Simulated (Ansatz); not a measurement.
# Run report: CH₃BOZn, molecular dynamics (part 1 of 2)

- system: CH₃BOZn
- method: RKS r2SCAN-d3bj/6-31G* (Ansatz 0.2.0)

The geometry comes from this level: PBE0-D4/def2-TZVP. Figures and captions count atoms from 1; the log counts them from 0 in places.

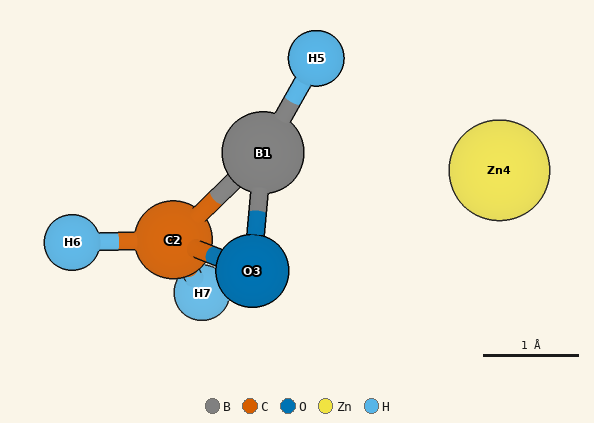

Figure 1. The input geometry (ball-and-stick view, seen at a tilt; atoms are numbered from 1 in the order of the input). Sticks mark near contacts. Bond lengths as drawn: B–C 1.51 Å, B–H 1.18 Å, B–O 1.33 Å, C–H 1.09 Å and C–O 1.50 Å.

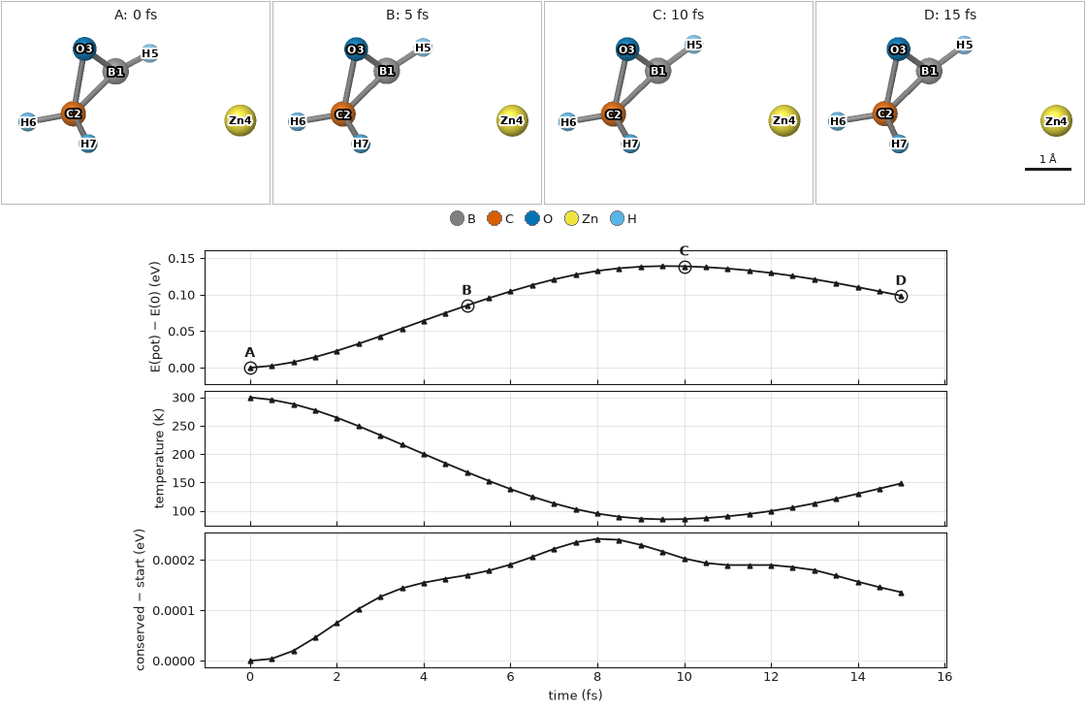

Figure 2. Frames of the molecular dynamics (ball-and-stick, seen at a tilt) above the curves, on which the letters mark them. The trajectory kept here has 31 frames over 15 fs. The temperature starts at 300 K, ranges from 85 to 300 K and averages 105 K over the second half. The potential energy ends 0.099 eV above its first value. The conserved quantity stays within 0.00024 eV. After an unweighted best fit of the last frame on the first, the root-mean-square displacement is 0.08 Å.

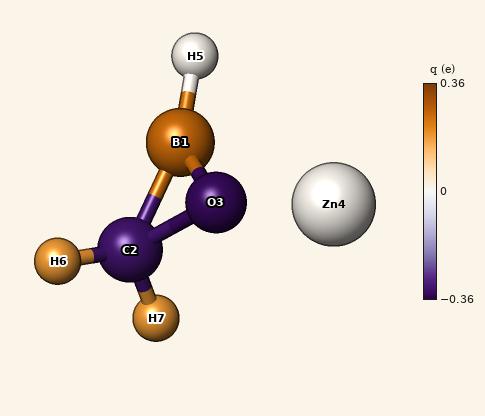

Figure 3. Mulliken charges, as the colour of each atom (ball-and-stick view, seen at a tilt; atoms are numbered from 1 in the order of the input). By element: B +0.26, C −0.32, O −0.34, Zn +0.01 and H +0.02 to +0.19 e.

The input that produced these results follows, with the program's output.

### The input
```yaml
crystal:
  periodic: [false, false, false]
  atoms:
    - {symbol: B, position_ang: [0.702666, -0.323284, -0.312640]}
    - {symbol: C, position_ang: [-0.692126, 0.184967, -0.601353]}
    - {symbol: O, position_ang: [0.581706, 0.970097, -0.597207]}
    - {symbol: Zn, position_ang: [0.402375, -0.425410, 2.965448]}
    - {symbol: H, position_ang: [1.581062, -1.085899, -0.095153]}
    - {symbol: H, position_ang: [-1.138708, 0.119979, -1.589654]}
    - {symbol: H, position_ang: [-1.375774, 0.491650, 0.184860]}
basis:
  gaussian: {orbitals: "6-31G*"}
hamiltonian: {xc: {name: r2SCAN}, dispersion: d3bj}
md: {timestep: 0.5 fs, n_steps: 30, ensemble: nvt_nose_hoover, temperature: 300, initial_velocities: maxwell_boltzmann, seed: 519}
```

Launched with:
```bash
ansatz run in.yaml --threads 2 --pin off --events-out ev --progress --plain --max-ram 4352MiB
```

### Log
```
Warning: the engine holds no damping parameters fitted to this dispersion correction and functional, so the run takes those fitted to r2scan beside the three-body term, which d3bj leaves out (hamiltonian.dispersion, under Limitations)
Functional definition: r2SCAN
  name "r2SCAN"
  cite "Furness, Kaplan, Ning, Perdew & Sun, J. Phys. Chem. Lett. 11, 8208 (2020) doi:10.1021/acs.jpclett.0c02405"
  cite "Furness, Kaplan, Ning, Perdew & Sun, J. Phys. Chem. Lett. 11, 9248 (2020) doi:10.1021/acs.jpclett.0c03077"
  parent r2scan
  parameter k0 = 0.174
  parameter k1 = 0.065
  parameter a1 = 4.9479
  exchange = r2scan_x(k0 = k0, k1 = k1, a1 = a1)
  correlation = r2scan_c
957 factors; their error is unknown
mean field evaluation 1: about -52211.2295 eV, gradient 4.3e1 eV
mean field evaluation 2: about -52195.1093 eV, gradient 9.5e1 eV
mean field evaluation 4: about -52215.4415 eV, gradient 7.4e0 eV
mean field evaluation 8: about -52215.5483 eV, gradient 1.3e-1 eV
mean field evaluation 16: about -52215.4983 eV, gradient 1.0e-4 eV
mean field -52215.49827126 eV, -1918.8841685329 hartree, gradient 4.3e-5 eV, S^2 0.000000; 0 other end points of the search recorded, 0 dependent functions left out
the calculation of the forces begins
reference -52215.49828152 eV, -1918.8841689100 hartree; 26, 26 occupied and 61, 61 virtual orbitals, 957 factors
md step     0: t =     0.00 fs  T =   300.0 K  F+E_penalty+E_count = -52215.53330556 eV  E_kin = 0.193890 eV  conserved = -52215.33941557 eV  (28 SCF iters)
these checks for a lower state are left out or cut short: starts, cluster_reference, orbital_swaps, neighbouring_geometries, increment
957 factors; their error is unknown
mean field -52215.49559746 eV, -1918.8840702727 hartree, gradient 1.8e-5 eV, S^2 0.000000; 0 other end points of the search recorded, 0 dependent functions left out
the calculation of the forces begins
reference -52215.49560773 eV, -1918.8840706500 hartree; 26, 26 occupied and 61, 61 virtual orbitals, 957 factors
md step     1: t =     0.50 fs  T =   295.8 K  F+E_penalty+E_count = -52215.53061548 eV  E_kin = 0.191203 eV  conserved = -52215.33941211 eV  (32 SCF iters)
[... from here on the SCF iterations and repeated set-up lines of each step are left out, up to the last step ...]
md step     2: t =     1.00 fs  T =   288.2 K  F+E_penalty+E_count = -52215.52567153 eV  E_kin = 0.186276 eV  conserved = -52215.33939573 eV  (32 SCF iters)
md step     3: t =     1.50 fs  T =   277.5 K  F+E_penalty+E_count = -52215.51872822 eV  E_kin = 0.179359 eV  conserved = -52215.33937030 eV  (31 SCF iters)
md step     4: t =     2.00 fs  T =   264.3 K  F+E_penalty+E_count = -52215.51018702 eV  E_kin = 0.170848 eV  conserved = -52215.33934088 eV  (32 SCF iters)
md step     5: t =     2.50 fs  T =   249.4 K  F+E_penalty+E_count = -52215.50051317 eV  E_kin = 0.161204 eV  conserved = -52215.33931279 eV  (32 SCF iters)
md step     6: t =     3.00 fs  T =   233.4 K  F+E_penalty+E_count = -52215.49015389 eV  E_kin = 0.150872 eV  conserved = -52215.33928941 eV  (32 SCF iters)
md step     7: t =     3.50 fs  T =   217.0 K  F+E_penalty+E_count = -52215.47948256 eV  E_kin = 0.140222 eV  conserved = -52215.33927219 eV  (32 SCF iters)
md step     8: t =     4.00 fs  T =   200.4 K  F+E_penalty+E_count = -52215.46877523 eV  E_kin = 0.129533 eV  conserved = -52215.33926053 eV  (32 SCF iters)
md step     9: t =     4.50 fs  T =   184.1 K  F+E_penalty+E_count = -52215.45821855 eV  E_kin = 0.118992 eV  conserved = -52215.33925256 eV  (32 SCF iters)
md step    10: t =     5.00 fs  T =   168.2 K  F+E_penalty+E_count = -52215.44794000 eV  E_kin = 0.108730 eV  conserved = -52215.33924564 eV  (32 SCF iters)
md step    11: t =     5.50 fs  T =   153.0 K  F+E_penalty+E_count = -52215.43804989 eV  E_kin = 0.098859 eV  conserved = -52215.33923718 eV  (32 SCF iters)
md step    12: t =     6.00 fs  T =   138.5 K  F+E_penalty+E_count = -52215.42868240 eV  E_kin = 0.089515 eV  conserved = -52215.33922538 eV  (32 SCF iters)
md step    13: t =     6.50 fs  T =   125.1 K  F+E_penalty+E_count = -52215.42002232 eV  E_kin = 0.080883 eV  conserved = -52215.33921049 eV  (32 SCF iters)
md step    14: t =     7.00 fs  T =   113.3 K  F+E_penalty+E_count = -52215.41230328 eV  E_kin = 0.073194 eV  conserved = -52215.33919444 eV  (32 SCF iters)
md step    15: t =     7.50 fs  T =   103.2 K  F+E_penalty+E_count = -52215.40577489 eV  E_kin = 0.066694 eV  conserved = -52215.33918097 eV  (32 SCF iters)
md step    16: t =     8.00 fs  T =    95.3 K  F+E_penalty+E_count = -52215.40064448 eV  E_kin = 0.061587 eV  conserved = -52215.33917405 eV  (32 SCF iters)
md step    17: t =     8.50 fs  T =    89.7 K  F+E_penalty+E_count = -52215.39701727 eV  E_kin = 0.057975 eV  conserved = -52215.33917587 eV  (29 SCF iters)
md step    18: t =     9.00 fs  T =    86.4 K  F+E_penalty+E_count = -52215.39486348 eV  E_kin = 0.055829 eV  conserved = -52215.33918557 eV  (32 SCF iters)
md step    19: t =     9.50 fs  T =    85.1 K  F+E_penalty+E_count = -52215.39403193 eV  E_kin = 0.055003 eV  conserved = -52215.33919948 eV  (32 SCF iters)
md step    20: t =    10.00 fs  T =    85.5 K  F+E_penalty+E_count = -52215.39430694 eV  E_kin = 0.055287 eV  conserved = -52215.33921274 eV  (32 SCF iters)
md step    21: t =    10.50 fs  T =    87.4 K  F+E_penalty+E_count = -52215.39548250 eV  E_kin = 0.056477 eV  conserved = -52215.33922172 eV  (32 SCF iters)
md step    22: t =    11.00 fs  T =    90.4 K  F+E_penalty+E_count = -52215.39741859 eV  E_kin = 0.058436 eV  conserved = -52215.33922550 eV  (32 SCF iters)
md step    23: t =    11.50 fs  T =    94.5 K  F+E_penalty+E_count = -52215.40005570 eV  E_kin = 0.061102 eV  conserved = -52215.33922598 eV  (32 SCF iters)
md step    24: t =    12.00 fs  T =    99.7 K  F+E_penalty+E_count = -52215.40338716 eV  E_kin = 0.064467 eV  conserved = -52215.33922639 eV  (32 SCF iters)
md step    25: t =    12.50 fs  T =   106.0 K  F+E_penalty+E_count = -52215.40741007 eV  E_kin = 0.068524 eV  conserved = -52215.33922952 eV  (32 SCF iters)
md step    26: t =    13.00 fs  T =   113.3 K  F+E_penalty+E_count = -52215.41208182 eV  E_kin = 0.073231 eV  conserved = -52215.33923648 eV  (32 SCF iters)
md step    27: t =    13.50 fs  T =   121.4 K  F+E_penalty+E_count = -52215.41730120 eV  E_kin = 0.078488 eV  conserved = -52215.33924682 eV  (32 SCF iters)
md step    28: t =    14.00 fs  T =   130.2 K  F+E_penalty+E_count = -52215.42291547 eV  E_kin = 0.084144 eV  conserved = -52215.33925866 eV  (32 SCF iters)
md step    29: t =    14.50 fs  T =   139.3 K  F+E_penalty+E_count = -52215.42874604 eV  E_kin = 0.090023 eV  conserved = -52215.33927026 eV  (32 SCF iters)
these checks for a lower state are left out or cut short: starts, cluster_reference, orbital_swaps, neighbouring_geometries, increment
957 factors; their error is unknown
mean field -52215.40010640 eV, -1918.8805610407 hartree, gradient 1.9e-5 eV, S^2 0.000000; 0 other end points of the search recorded, 0 dependent functions left out
the calculation of the forces begins
reference -52215.40011674 eV, -1918.8805614210 hartree; 26, 26 occupied and 61, 61 virtual orbitals, 957 factors
957 factors; their error is unknown
mean field evaluation 256: about -52215.4521 eV, gradient 5.4e-1 eV
mean field -52215.40010640 eV, -1918.8805610407 hartree, gradient 2.1e-5 eV, S^2 0.000000; 1 other end points of the search recorded, 0 dependent functions left out
the calculation of the forces begins
reference -52215.40011674 eV, -1918.8805614210 hartree; 26, 26 occupied and 61, 61 virtual orbitals, 957 factors
md step    30: t =    15.00 fs  T =   148.5 K  F+E_penalty+E_count = -52215.43461754 eV  E_kin = 0.095951 eV  conserved = -52215.33928005 eV  (30 SCF iters)
Total energy: -52215.43462789 eV, -1918.8818296821 hartree
Atom 0 at     0.707752    -0.338546    -0.353721 Å, force    -0.234085     0.575427     0.141855 eV/Å
Atom 1 at    -0.712424     0.206460    -0.667994 Å, force    -0.073147    -0.284378    -0.004416 eV/Å
Atom 2 at     0.577072     0.965861    -0.623264 Å, force     0.008902     0.349997     0.000185 eV/Å
Atom 3 at     0.405786    -0.430443     2.993326 Å, force     0.009458     0.019537    -0.265416 eV/Å
Atom 4 at     1.714914    -0.932729    -0.109627 Å, force    -0.388789    -0.331011    -0.098113 eV/Å
Atom 5 at    -1.190668     0.234894    -1.660818 Å, force     0.407348    -0.222464     0.189283 eV/Å
Atom 6 at    -1.418015     0.524835     0.110516 Å, force     0.270313    -0.107108     0.036622 eV/Å
Dipole moment:    -0.144506    -0.169279     0.046948 e Å
```

### Trajectory as extended XYZ (Å, eV, eV/Å), 28 of the 31 frames kept, from step=0 to step=30
```
7
Properties=species:S:1:pos:R:3:forces:R:3 step=0 time_fs=0.0 energy=-52215.53331 temperature=300.0
B     0.7027   -0.3233   -0.3126    0.0679  -0.4613   0.4684
C    -0.6921    0.1850   -0.6014   -0.3744  -0.3266  -0.0019
O     0.5817    0.9701   -0.5972    0.3639   0.6560  -0.0692
Zn    0.4024   -0.4254    2.9654    0.0183   0.0292  -0.2909
H     1.5811   -1.0859   -0.0952    0.1009  -0.0268  -0.0538
H    -1.1387    0.1200   -1.5897   -0.0713   0.0387  -0.1504
H    -1.3758    0.4916    0.1849   -0.1053   0.0906   0.0977
7
Properties=species:S:1:pos:R:3:forces:R:3 step=1 time_fs=0.5 energy=-52215.53062 temperature=295.8
B     0.7041   -0.3238   -0.3154    0.0167  -0.4771   0.4846
C    -0.6948    0.1883   -0.6041   -0.2158  -0.4614  -0.1044
O     0.5814    0.9682   -0.5977    0.3408   0.7476  -0.0976
Zn    0.4025   -0.4256    2.9665    0.0170   0.0285  -0.2870
H     1.5933   -1.0744   -0.0905    0.0469  -0.0274  -0.0731
H    -1.1392    0.1187   -1.5966   -0.0465   0.0712  -0.0281
H    -1.3731    0.4889    0.1868   -0.1591   0.1186   0.1056
7
Properties=species:S:1:pos:R:3:forces:R:3 step=2 time_fs=1.0 energy=-52215.52567 temperature=288.2
B     0.7055   -0.3245   -0.3180   -0.0280  -0.4866   0.4994
C    -0.6975    0.1916   -0.6068   -0.0691  -0.5849  -0.1942
O     0.5811    0.9664   -0.5982    0.3148   0.8268  -0.1235
Zn    0.4026   -0.4258    2.9676    0.0158   0.0278  -0.2835
H     1.6056   -1.0630   -0.0860   -0.0117  -0.0258  -0.0932
H    -1.1398    0.1175   -1.6036   -0.0215   0.1030   0.0947
H    -1.3708    0.4865    0.1890   -0.2003   0.1398   0.1002
7
Properties=species:S:1:pos:R:3:forces:R:3 step=3 time_fs=1.5 energy=-52215.51873 temperature=277.5
B     0.7070   -0.3252   -0.3205   -0.0679  -0.4872   0.5122
C    -0.7002    0.1948   -0.6096    0.0656  -0.6947  -0.2591
O     0.5809    0.9647   -0.5987    0.2863   0.8927  -0.1469
Zn    0.4027   -0.4259    2.9686    0.0146   0.0270  -0.2802
H     1.6178   -1.0516   -0.0817   -0.0726  -0.0239  -0.1134
H    -1.1404    0.1166   -1.6104    0.0002   0.1330   0.2082
H    -1.3691    0.4844    0.1914   -0.2263   0.1531   0.0792
7
Properties=species:S:1:pos:R:3:forces:R:3 step=4 time_fs=2.0 energy=-52215.51019 temperature=264.3
B     0.7084   -0.3261   -0.3229   -0.1049  -0.4767   0.5222
C    -0.7029    0.1978   -0.6124    0.1887  -0.7894  -0.2902
O     0.5807    0.9632   -0.5992    0.2556   0.9446  -0.1676
Zn    0.4028   -0.4261    2.9697    0.0135   0.0263  -0.2772
H     1.6300   -1.0403   -0.0777   -0.1331  -0.0235  -0.1330
H    -1.1410    0.1160   -1.6167    0.0159   0.1603   0.3040
H    -1.3678    0.4827    0.1940   -0.2358   0.1584   0.0417
7
Properties=species:S:1:pos:R:3:forces:R:3 step=6 time_fs=3.0 energy=-52215.49015 temperature=233.4
B     0.7111   -0.3281   -0.3273   -0.1787  -0.4162   0.5316
C    -0.7082    0.2034   -0.6183    0.4076  -0.9317  -0.2336
O     0.5805    0.9605   -0.6004    0.1898   1.0057  -0.2009
Zn    0.4030   -0.4265    2.9717    0.0116   0.0249  -0.2721
H     1.6531   -1.0178   -0.0707   -0.2435  -0.0334  -0.1676
H    -1.1422    0.1160   -1.6270    0.0224   0.2031   0.4183
H    -1.3670    0.4803    0.1994   -0.2092   0.1475  -0.0758
```
